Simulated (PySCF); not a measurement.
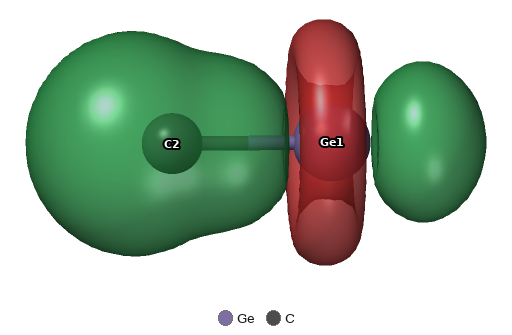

*GeC (charge −1, doublet). Isosurfaces of the spin density (α minus β) at +0.02 (green) and −0.02 e/Å³ (red), seen from one side.*

⟨S²⟩ = 0.83, above the pure value of 0.75.

Level of theory: PySCF 2.14.0, PBE0/aug-cc-pVDZ(-PP), non-relativistic Hamiltonian with scalar-relativistic core potentials where named, at a bond length of 1.757 Å.

```xyz
2

Ge    0.0000    0.0000   -0.2454
C     0.0000    0.0000    1.5116
```

Question: Describe the spin distribution.

Answer: The unpaired spin (1 electron) lies mostly on C2 (about 1.0), in electrons by Hirshfeld's partition.
